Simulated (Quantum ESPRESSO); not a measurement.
# Zr2CO2 MXene, 1 layer: a series in the field along the normal, part 3 of 4

Wanted: a table for Zr2CO2 MXene, 1 layer against the field along the normal, and what can be fitted to it.

Quantum ESPRESSO 7.5; plane-wave DFT, PBE, GBRV ultrasoft pseudopotentials.

So far. Step 2 (Relaxing cell and ions of the reference):  The last row is no step: it is a fresh SCF in the final cell with a new plane-wave basis, -0 meV from the row before.

## (5) Bands along a path, 0 V/Å

Bands along a path place the edges.

The input, m0.bands.in:

```
&control
  prefix = 'm0.bands'
  outdir = './out'
  pseudo_dir = './pseudo'
  calculation = 'bands'
  tefield = .true.
  dipfield = .true.
/
&system
  ibrav = 0
  nat = 5
  ntyp = 3
  ecutwfc = 40
  ecutrho = 200
  occupations = 'smearing'
  smearing = 'fd'
  degauss = 0.002
  edir = 3
  emaxpos = 0.97
  eopreg = 0.04
  eamp = 0.0
  nbnd = 26
/
&electrons
  conv_thr = 1e-07
  mixing_beta = 0.4
  electron_maxstep = 120
  mixing_mode = 'local-TF'
/
ATOMIC_SPECIES
  O   15.9990  o_pbe_v1.2.uspp.F.UPF
  Zr  91.2240  zr_pbe_v1.uspp.F.UPF
  C   12.0110  c_pbe_v1.2.uspp.F.UPF
CELL_PARAMETERS angstrom
  3.29100081600000 0.00000000000000 0.00000000000000
  -1.64550040800000 2.85009031100000 0.00000000000000
  0.00000000000000 0.00000000000000 21.95294679600000
ATOMIC_POSITIONS crystal
  O   0.333333333300 0.666666666700 0.394372620000
  Zr  0.666666666700 0.333333333300 0.436504397200
  C   0.000000000000 0.000000000000 0.500000000000
  Zr  0.333333333300 0.666666666700 0.563495602800
  O   0.666666666700 0.333333333300 0.605627380000
K_POINTS crystal_b
4
  0.0000000000 0.0000000000 0.0000000000 10
  0.5000000000 0.0000000000 0.0000000000 10
  0.3333333333 0.3333333333 0.0000000000 10
  0.0000000000 0.0000000000 0.0000000000 1
```

Run with:

```console
> cp -r out/m0.scf.save out/m0.bands.save
> cp out/m0.scf.xml out/m0.bands.xml
> OMP_NUM_THREADS=1 mpirun -n 4 pw.x -nk 4 -in m0.bands.in > m0.bands.out
```

The program printed:

```text
[banner, memory and clock lines left out]
Program PWSCF v.7.5 starts

          URL

     Presently no symmetry can be used with electric field

     Atomic positions and unit cell read from directory:
     ./out/m0.bands.save/

     G-vector sticks info

     bravais-lattice index     =            0
     lattice parameter (alat)  =       6.2191  a.u.
     unit-cell volume          =    1389.5559 (a.u.)^3
     number of atoms/cell      =            5
     number of atomic types    =            3
     number of electrons       =        40.00
     number of Kohn-Sham states=           26
     kinetic-energy cutoff     =      40.0000  Ry
     charge density cutoff     =     200.0000  Ry
     Exchange-correlation= SLA  PW   PBE  PBE
                           (   1   4   3   4   0   0   0)

     celldm(1)=   6.219090  celldm(2)=   0.000000  celldm(3)=   0.000000
     celldm(4)=   0.000000  celldm(5)=   0.000000  celldm(6)=   0.000000

     crystal axes: (cart. coord. in units of alat)
               a(1) = (   1.000000   0.000000   0.000000 )
               a(2) = (  -0.500000   0.866025   0.000000 )
               a(3) = (   0.000000   0.000000   6.670599 )

     reciprocal axes: (cart. coord. in units 2 pi/alat)
               b(1) = (  1.000000  0.577350 -0.000000 )
               b(2) = (  0.000000  1.154701  0.000000 )
               b(3) = (  0.000000 -0.000000  0.149912 )

     PseudoPot. # 1 for O  read from file:
     ./pseudo/o_pbe_v1.2.uspp.F.UPF
     Pseudo is Ultrasoft + core correction, Zval =  6.0
     Generated by new atomic code, or converted to UPF format
     Using radial grid of  737 points,  5 beta functions with:
                l(1) =   0
                l(2) =   0
                l(3) =   1
                l(4) =   1
                l(5) =   2
     Q(r) pseudized with  8 coefficients,  rinner =    0.900   0.900   0.900
                                                       0.900   0.900

     PseudoPot. # 2 for Zr read from file:
     ./pseudo/zr_pbe_v1.uspp.F.UPF
     Pseudo is Ultrasoft + core correction, Zval = 12.0
     Generated by new atomic code, or converted to UPF format
     Using radial grid of  887 points,  6 beta functions with:
                l(1) =   0
                l(2) =   0
                l(3) =   1
                l(4) =   1
                l(5) =   2
                l(6) =   2
     Q(r) pseudized with  6 coefficients,  rinner =    1.200   1.200   1.200
                                                       1.200   1.200

     PseudoPot. # 3 for C  read from file:
     ./pseudo/c_pbe_v1.2.uspp.F.UPF
     Pseudo is Ultrasoft + core correction, Zval =  4.0
     Generated by new atomic code, or converted to UPF format
     Using radial grid of  721 points,  4 beta functions with:
                l(1) =   0
                l(2) =   0
                l(3) =   1
                l(4) =   1
     Q(r) pseudized with  8 coefficients,  rinner =    1.100   1.100   1.100

     atomic species   valence    mass     pseudopotential
     O                 6.00    15.99900     O ( 1.00)
     Zr               12.00    91.22400     Zr( 1.00)
     C                 4.00    12.01100     C ( 1.00)

     No symmetry found

   Cartesian axes

     site n.     atom                  positions (alat units)
         1        O      tau(   1) = (  -0.0000000   0.5773503   2.6307016  )
         2        Zr     tau(   2) = (   0.5000000   0.2886751   2.9117458  )
         3        C      tau(   3) = (   0.0000000   0.0000000   3.3352995  )
         4        Zr     tau(   4) = (  -0.0000000   0.5773503   3.7588532  )
         5        O      tau(   5) = (   0.5000000   0.2886751   4.0398974  )

     number of k points=    31  Fermi-Dirac smearing, width (Ry)=  0.0020
                       cart. coord. in units 2pi/alat
        k(    1) = (   0.0000000   0.0000000   0.0000000), wk =   0.0645161
        k(    2) = (   0.0500000   0.0288675   0.0000000), wk =   0.0645161
        k(    3) = (   0.1000000   0.0577350   0.0000000), wk =   0.0645161
        k(    4) = (   0.1500000   0.0866025   0.0000000), wk =   0.0645161
        k(    5) = (   0.2000000   0.1154701   0.0000000), wk =   0.0645161
        k(    6) = (   0.2500000   0.1443376   0.0000000), wk =   0.0645161
        k(    7) = (   0.3000000   0.1732051   0.0000000), wk =   0.0645161
        k(    8) = (   0.3500000   0.2020726   0.0000000), wk =   0.0645161
        k(    9) = (   0.4000000   0.2309401   0.0000000), wk =   0.0645161
        k(   10) = (   0.4500000   0.2598076   0.0000000), wk =   0.0645161
        k(   11) = (   0.5000000   0.2886751   0.0000000), wk =   0.0645161
        k(   12) = (   0.4833333   0.3175426   0.0000000), wk =   0.0645161
        k(   13) = (   0.4666667   0.3464102   0.0000000), wk =   0.0645161
        k(   14) = (   0.4500000   0.3752777   0.0000000), wk =   0.0645161
        k(   15) = (   0.4333333   0.4041452   0.0000000), wk =   0.0645161
        k(   16) = (   0.4166667   0.4330127   0.0000000), wk =   0.0645161
        k(   17) = (   0.4000000   0.4618802   0.0000000), wk =   0.0645161
        k(   18) = (   0.3833333   0.4907477   0.0000000), wk =   0.0645161
        k(   19) = (   0.3666667   0.5196152   0.0000000), wk =   0.0645161
        k(   20) = (   0.3500000   0.5484828   0.0000000), wk =   0.0645161
        k(   21) = (   0.3333333   0.5773503   0.0000000), wk =   0.0645161
        k(   22) = (   0.3000000   0.5196152   0.0000000), wk =   0.0645161
        k(   23) = (   0.2666667   0.4618802   0.0000000), wk =   0.0645161
        k(   24) = (   0.2333333   0.4041452   0.0000000), wk =   0.0645161
        k(   25) = (   0.2000000   0.3464102   0.0000000), wk =   0.0645161
        k(   26) = (   0.1666667   0.2886751   0.0000000), wk =   0.0645161
        k(   27) = (   0.1333333   0.2309401   0.0000000), wk =   0.0645161
        k(   28) = (   0.1000000   0.1732051   0.0000000), wk =   0.0645161
        k(   29) = (   0.0666667   0.1154701   0.0000000), wk =   0.0645161
        k(   30) = (   0.0333333   0.0577350   0.0000000), wk =   0.0645161
        k(   31) = (   0.0000000   0.0000000   0.0000000), wk =   0.0645161

     Dense  grid:    66115 G-vectors     FFT dimensions: (  27,  27, 192)

     Smooth grid:    47555 G-vectors     FFT dimensions: (  25,  25, 180)

     Check: negative core charge=   -0.000001

     The potential is recalculated from file :
     ./out/m0.bands.save/charge-density

     negative rho (up, down):  1.291E-01 0.000E+00

     Adding external electric field

     Computed dipole along edir(3) :
        Dipole                0.0000 Ry au,          0.0000 Debye
        Dipole field          0.0000 Ry au,

[...]
k = 0.2500 0.1443 0.0000 (  5955 PWs)   bands (ev):

   -48.4923 -48.4619 -26.8442 -26.7803 -26.7351 -26.4328 -26.3886 -26.3281
   -17.6301 -17.6162  -9.3047  -5.0033  -4.4292  -4.2303  -4.0624  -4.0390
    -3.5042  -2.0318  -0.8482  -0.7657   1.5240   3.3435   3.4413   4.1360
     4.3367   4.3822

          k = 0.3000 0.1732 0.0000 (  5943 PWs)   bands (ev):

   -48.4773 -48.4509 -26.9695 -26.8767 -26.7232 -26.4341 -26.4179 -26.3509
   -17.5778 -17.5687  -9.1924  -5.0196  -4.4564  -4.1253  -3.9519  -3.8363
    -3.5588  -2.1989  -1.0247  -0.8458   1.4188   3.5354   3.5978   4.2191
     4.4271   4.6314

          k = 0.3500 0.2021 0.0000 (  5941 PWs)   bands (ev):

   -48.4633 -48.4413 -27.0838 -26.9936 -26.6742 -26.4439 -26.4349 -26.3716
   -17.5474 -17.5269  -9.0499  -5.0458  -4.6177  -4.0585  -3.8723  -3.6618
    -3.4826  -2.2945  -1.1413  -0.8598   1.3237   3.5230   3.8922   4.3137
     4.4259   4.8298

          k = 0.4000 0.2309 0.0000 (  5943 PWs)   bands (ev):

   -48.4519 -48.4340 -27.1743 -27.0841 -26.6308 -26.4642 -26.4381 -26.3881
   -17.5298 -17.4986  -8.9019  -5.1727  -4.7309  -4.0262  -3.8079  -3.5113
    -3.3375  -2.4195  -1.1601  -0.8339   1.2443   3.4727   4.2062   4.3393
     4.4513   4.9247

          k = 0.4500 0.2598 0.0000 (  5936 PWs)   bands (ev):

   -48.4442 -48.4296 -27.2320 -27.1411 -26.5994 -26.4772 -26.4431 -26.3986
   -17.5212 -17.4828  -8.7855  -5.3496  -4.7333  -4.0142  -3.7669  -3.3746
    -3.2453  -2.5453  -1.1303  -0.8005   1.1925   3.4308   4.2747   4.4832
     4.5431   4.9409

          k = 0.5000 0.2887 0.0000 (  5932 PWs)   bands (ev):

   -48.4415 -48.4282 -27.2518 -27.1606 -26.5875 -26.4817 -26.4458 -26.4023
   -17.5187 -17.4778  -8.7406  -5.4245  -4.7233  -4.0116  -3.7529  -3.3144
    -3.2178  -2.6007  -1.1125  -0.7860   1.1748   3.4155   4.2439   4.5843
     4.6111   4.9257

          k = 0.4833 0.3175 0.0000 (  5956 PWs)   bands (ev):

   -48.4412 -48.4280 -27.2486 -27.1582 -26.5863 -26.4901 -26.4442 -26.4086
   -17.5160 -17.4758  -8.7429  -5.4061  -4.7183  -3.9960  -3.7676  -3.3172
    -3.2186  -2.5949  -1.1181  -0.8420   1.2249   3.4163   4.2068   4.5610
     4.6165   4.9349

          k = 0.4667 0.3464 0.0000 (  5960 PWs)   bands (ev):

   -48.4403 -48.4275 -27.2393 -27.1511 -26.5826 -26.5123 -26.4420 -26.4269
   -17.5079 -17.4699  -8.7494  -5.3515  -4.7022  -3.9518  -3.8089  -3.3262
    -3.2217  -2.5774  -1.1371  -0.9915   1.3576   3.4200   4.1072   4.5017
     4.6283   4.9549

          k = 0.4500 0.3753 0.0000 (  5946 PWs)   bands (ev):

   -48.4389 -48.4268 -27.2240 -27.1396 -26.5767 -26.5450 -26.4561 -26.4414
   -17.4956 -17.4610  -8.7589  -5.2624  -4.6736  -3.8858  -3.8697  -3.3423
    -3.2290  -2.5478  -1.1963  -1.1756   1.5376   3.4288   3.9676   4.4252
     4.6419   4.9748

          k = 0.4333 0.4041 0.0000 (  5962 PWs)   bands (ev):

   -48.4370 -48.4260 -27.2032 -27.1243 -26.5861 -26.5690 -26.4935 -26.4427
   -17.4801 -17.4501  -8.7698  -5.1420  -4.6318  -3.9412  -3.8075  -3.3682
    -3.2418  -2.5058  -1.4204  -1.2405   1.7340   3.4433   3.8096   4.3455
     4.6580   4.9899

          k = 0.4167 0.4330 0.0000 (  5942 PWs)   bands (ev):

   -48.4348 -48.4250 -27.1776 -27.1064 -26.6334 -26.5627 -26.5337 -26.4457
   -17.4633 -17.4384  -8.7802  -4.9951  -4.5779  -4.0148  -3.7273  -3.4083
    -3.2602  -2.4516  -1.6339  -1.3355   1.9249   3.4596   3.6515   4.2726
     4.6798   4.9997

          k = 0.4000 0.4619 0.0000 (  5942 PWs)   bands (ev):

   -48.4324 -48.4242 -27.1482 -27.0871 -26.6839 -26.5889 -26.5420 -26.4504
   -17.4466 -17.4273  -8.7884  -4.8292  -4.5153  -4.0824  -3.6571  -3.4671
    -3.2831  -2.3861  -1.8122  -1.4597   2.0950   3.4682   3.5089   4.2147
     4.7106   5.0037

          k = 0.3833 0.4907 0.0000 (  5904 PWs)   bands (ev):

   -48.4300 -48.4235 -27.1169 -27.0687 -26.7338 -26.6315 -26.5306 -26.4569
   -17.4317 -17.4178  -8.7935  -4.6566  -4.4496  -4.1347  -3.6326  -3.5208
    -3.3090  -2.3105  -1.9379  -1.6064   2.2330   3.3954   3.4590   4.1772
     4.7518   5.0003

          k = 0.3667 0.5196 0.0000 (  5910 PWs)   bands (ev):

   -48.4277 -48.4232 -27.0863 -27.0542 -26.7783 -26.6681 -26.5171 -26.4654
   -17.4197 -17.4110  -8.7952  -4.5017  -4.3881  -4.1547  -3.7260  -3.4968
    -3.3370  -2.2267  -2.0071  -1.7638   2.3312   3.3230   3.4279   4.1594
     4.8024   4.9865

          k = 0.3500 0.5485 0.0000 (  5898 PWs)   bands (ev):

   -48.4258 -48.4234 -27.0613 -27.0468 -26.8106 -26.6925 -26.5029 -26.4759
   -17.4115 -17.4074  -8.7945  -4.4109  -4.3397  -4.1072  -3.8653  -3.4511
    -3.3678  -2.1370  -2.0313  -1.9151   2.3865   3.3004   3.3808   4.1541
     4.8582   4.9586

          k = 0.3333 0.5774 0.0000 (  5892 PWs)   bands (ev):

   -48.4243 -48.4242 -27.0483 -27.0482 -26.8227 -26.7008 -26.4888 -26.4887
   -17.4075 -17.4074  -8.7936  -4.3918  -4.3184  -3.9990  -3.9990  -3.4058
    -3.4058  -2.0536  -2.0294  -2.0294   2.4029   3.3284   3.3285   4.1535
     4.9137   4.9138

          k = 0.3000 0.5196 0.0000 (  5906 PWs)   bands (ev):

   -48.4284 -48.4232 -27.0682 -27.0570 -26.7817 -26.6732 -26.5217 -26.4622
   -17.4182 -17.4122  -8.8045  -4.4261  -4.4117  -4.1068  -3.8211  -3.5219
    -3.3332  -2.1374  -2.0106  -1.8447   2.3591   3.2443   3.4976   4.1509
     4.7760   5.0079

          k = 0.2667 0.4619 0.0000 (  5914 PWs)   bands (ev):

   -48.4363 -48.4255 -27.0795 -27.0626 -26.6986 -26.6121 -26.5644 -26.4404
   -17.4415 -17.4323  -8.8558  -4.5568  -4.4480  -4.0855  -3.9008  -3.5751
    -3.3207  -2.0322  -2.0163  -1.6355   2.2659   3.2111   3.7076   4.1224
     4.6275   5.0712

          k = 0.2333 0.4041 0.0000 (  5916 PWs)   bands (ev):

   -48.4480 -48.4316 -27.0568 -27.0292 -26.6162 -26.6080 -26.5421 -26.4245
   -17.4751 -17.4658  -8.9597  -4.5671  -4.5237  -4.1255  -4.0244  -3.5659
    -3.3973  -2.0430  -1.8526  -1.4053   2.1485   3.2103   3.8417   4.0059
     4.5856   5.0566

          k = 0.2000 0.3464 0.0000 (  5936 PWs)   bands (ev):

   -48.4630 -48.4410 -26.9930 -26.9495 -26.6739 -26.5233 -26.4782 -26.4117
   -17.5179 -17.5128  -9.0988  -4.6598  -4.5057  -4.2883  -3.9175  -3.6258
    -3.5334  -2.0626  -1.6483  -1.1563   2.0185   3.1750   3.8736   3.8929
     4.6154   4.8689

          k = 0.1667 0.2887 0.0000 (  5930 PWs)   bands (ev):

   -48.4802 -48.4530 -26.8939 -26.8294 -26.7340 -26.4494 -26.4403 -26.3854
   -17.5749 -17.5701  -9.2369  -4.7976  -4.4635  -4.3965  -3.9057  -3.7823
    -3.5632  -2.0111  -1.3972  -0.9075   1.9069   3.0323   3.8579   3.8970
     4.5248   4.5777

          k = 0.1333 0.2309 0.0000 (  5936 PWs)   bands (ev):

   -48.4979 -48.4662 -26.7952 -26.7758 -26.6791 -26.4281 -26.3892 -26.3429
   -17.6522 -17.6312  -9.3419  -4.8784  -4.4859  -4.4781  -4.0599  -4.0103
    -3.5018  -1.7665  -1.0841  -0.7050   1.8649   2.8296   3.7762   3.8660
     4.1675   4.4481

          k = 0.1000 0.1732 0.0000 (  5925 PWs)   bands (ev):

   -48.5143 -48.4788 -26.8470 -26.6674 -26.5249 -26.4089 -26.3432 -26.3053
   -17.7393 -17.6970  -9.3992  -4.9060  -4.5500  -4.5446  -4.2474  -4.1979
    -3.5753  -1.2794  -0.7717  -0.5670   1.9281   2.6267   3.3875   3.7354
     3.9686   4.3723

          k = 0.0667 0.1155 0.0000 (  5949 PWs)   bands (ev):

   -48.5276 -48.4893 -26.8881 -26.6013 -26.3881 -26.3637 -26.3111 -26.2782
   -17.8227 -17.7585  -9.4150  -4.9281  -4.6258  -4.5901  -4.4003  -4.2875
    -3.7356  -0.7671  -0.6557  -0.2492   2.0809   2.4096   2.9095   3.5911
     3.7932   4.3970

          k = 0.0333 0.0577 0.0000 (  5963 PWs)   bands (ev):

   -48.5363 -48.4962 -26.9144 -26.5772 -26.3109 -26.2987 -26.2870 -26.2624
   -17.8840 -17.8030  -9.4095  -4.9657  -4.6777  -4.6597  -4.3946  -4.3448
    -3.8800  -0.8988  -0.0613   0.0803   2.1894   2.1930   2.5421   3.5319
     3.6098   4.4870

          k = 0.0000 0.0000 0.0000 (  5987 PWs)   bands (ev):

   -48.5393 -48.4986 -26.9234 -26.5721 -26.2880 -26.2880 -26.2577 -26.2577
   -17.9066 -17.8194  -9.4045  -4.9855  -4.6924  -4.6924  -4.3676  -4.3676
    -3.9363  -0.9659   0.2216   0.2216   2.0922   2.0922   2.5144   3.5180
     3.5180   4.5443

     XML data file, pseudopotentials, collected wavefunctions

                                        0.00s GPU  (     291 calls)
```

Elapsed: 11 s, on 4 MPI ranks of Arm Neoverse V2, shared host; peak memory 0.33 GiB.

This step gave:

| Quantity | Value |
| --- | --- |
| valence top, on the run's zero | 0.2216 eV |
| gap by band count | 0.9532 eV |

Band numbers count within the set of bands kept for display. The electronic bands at the labelled points (eV, zero at the highest filled level of the SCF mesh; v1 is the highest filled band, c1 the lowest empty one):

```tsv
point	v4	v3	v2	v1	c1	c2	c3	c4
Γ	-4.16	-1.19	0.00	0.00	1.87	1.87	2.29	3.30
M	-3.44	-2.82	-1.33	-1.01	0.95	3.19	4.02	4.36
K	-3.63	-2.28	-2.25	-2.25	2.18	3.11	3.11	3.93
Γ	-4.16	-1.19	0.00	0.00	1.87	1.87	2.29	3.30
```

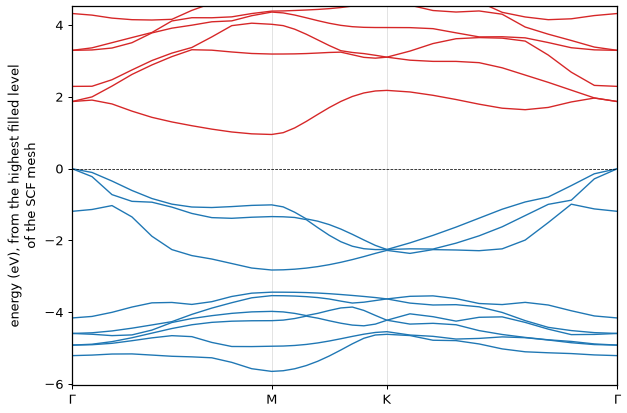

Electronic bands along the path; lines of filled and empty bands in two colours.

Along this path the valence top lies at Γ and the conduction bottom at M.

## (6) Ground state, 0.05 V/Å

The input, m1.scf.in:

```
&control
  prefix = 'm1.scf'
  outdir = './out'
  pseudo_dir = './pseudo'
  calculation = 'scf'
  tprnfor = .true.
  tefield = .true.
  dipfield = .true.
/
&system
  ibrav = 0
  nat = 5
  ntyp = 3
  ecutwfc = 40
  ecutrho = 200
  occupations = 'smearing'
  smearing = 'fd'
  degauss = 0.002
  edir = 3
  emaxpos = 0.97
  eopreg = 0.04
  eamp = 0.00097235
  nbnd = 26
/
&electrons
  conv_thr = 1e-09
  mixing_beta = 0.4
  electron_maxstep = 120
  mixing_mode = 'plain'
  startingpot = 'file'
/
ATOMIC_SPECIES
  O   15.9990  o_pbe_v1.2.uspp.F.UPF
  Zr  91.2240  zr_pbe_v1.uspp.F.UPF
  C   12.0110  c_pbe_v1.2.uspp.F.UPF
CELL_PARAMETERS angstrom
  3.29100081600000 0.00000000000000 0.00000000000000
  -1.64550040800000 2.85009031100000 0.00000000000000
  0.00000000000000 0.00000000000000 21.95294679600000
ATOMIC_POSITIONS crystal
  O   0.333333333300 0.666666666700 0.394372620000
  Zr  0.666666666700 0.333333333300 0.436504397200
  C   0.000000000000 0.000000000000 0.500000000000
  Zr  0.333333333300 0.666666666700 0.563495602800
  O   0.666666666700 0.333333333300 0.605627380000
K_POINTS automatic
  12 12 1 0 0 0
```

Run with:

```console
> cp -r out/m0.scf.save out/m1.scf.save
> OMP_NUM_THREADS=1 mpirun -n 4 pw.x -nk 4 -in m1.scf.in > m1.scf.out
```

The program printed:

```text
[banner, memory and clock lines left out]
Program PWSCF v.7.5 starts
[...]
number of electrons       =        40.00
     number of Kohn-Sham states=           26
     kinetic-energy cutoff     =      40.0000  Ry
     charge density cutoff     =     200.0000  Ry
[...]
number of k points=    74  Fermi-Dirac smearing, width (Ry)=  0.0020
[...]
Dense  grid:    66115 G-vectors     FFT dimensions: (  27,  27, 192)
[...]
The initial density is read from file :
[...]
negative rho (up, down):  1.291E-01 0.000E+00
[...]
Starting wfcs are   38 randomized atomic wfcs
[...]
negative rho (up, down):  1.292E-01 0.000E+00
[...]
estimated scf accuracy    <       0.00203467 Ry
[...]
negative rho (up, down):  1.292E-01 0.000E+00
[...]
estimated scf accuracy    <       0.02037788 Ry
[...]
negative rho (up, down):  1.292E-01 0.000E+00
[...]
estimated scf accuracy    <       0.00001285 Ry
[...]
negative rho (up, down):  1.292E-01 0.000E+00
[...]
estimated scf accuracy    <       0.00000482 Ry
[...]
negative rho (up, down):  1.292E-01 0.000E+00
[...]
estimated scf accuracy    <       0.00000138 Ry
[...]
negative rho (up, down):  1.292E-01 0.000E+00
[...]
estimated scf accuracy    <       0.00000026 Ry
[...]
negative rho (up, down):  1.291E-01 0.000E+00
[...]
estimated scf accuracy    <          4.4E-09 Ry
[...]
negative rho (up, down):  1.291E-01 0.000E+00
[...]
estimated scf accuracy    <          2.0E-09 Ry
[...]
negative rho (up, down):  1.291E-01 0.000E+00
[...]
Computed dipole along edir(3) :
        Dipole                0.0272 Ry au,          0.0691 Debye
        Dipole field          0.0002 Ry au,
        E field amplitude [Ha a.u.]:  9.7235E-04
        Potential amp.        0.0579 Ry
        Total length         39.8257 bohr
[...]
the Fermi energy is     0.6961 ev
!    total energy              =    -274.92247354 Ry
     estimated scf accuracy    <          9.7E-10 Ry
     smearing contrib. (-TS)   =      -0.00000000 Ry
     internal energy E=F+TS    =    -274.92247354 Ry
[...]
one-electron contribution =   -2238.46822355 Ry
     hartree contribution      =    1122.86208356 Ry
     xc contribution           =     -53.92887249 Ry
     ewald contribution        =     894.61258510 Ry
     electric field correction =      -0.00004617 Ry
     convergence has been achieved in   9 iterations
     negative rho (up, down):  1.291E-01 0.000E+00
[...]
Total force =     0.005816     Total SCF correction =     0.000185
[...]
```

It took 42 s on 4 MPI ranks; peak memory 0.6 GiB.

This step gave:

* free energy: -3740.5108 eV
* Fermi energy: 0.6961 eV
* dipole along the normal: 0.01439 e·Å
* valence top, on the run's zero: 0.2299 eV
* conduction bottom, on the run's zero: 1.183 eV
* gap by band count: 0.9530 eV

(Continued in part 4 of 4.)

[Logs are printed without paths, hosts, clocks, repeated set-up lines and the standing remarks that a program may print on its own settings, such as how far it seeks lower states.]

[Hosts, paths, dates, database ids (printed as entryN), source tags and the programs' standing remarks are cut or masked in the printed files.]

[Maps of the electrostatic potential energy from Ansatz leave out the sawtooth potential of an applied field or a dipole correction, so their vacuum need not be flat; planar profiles and work functions include it.]
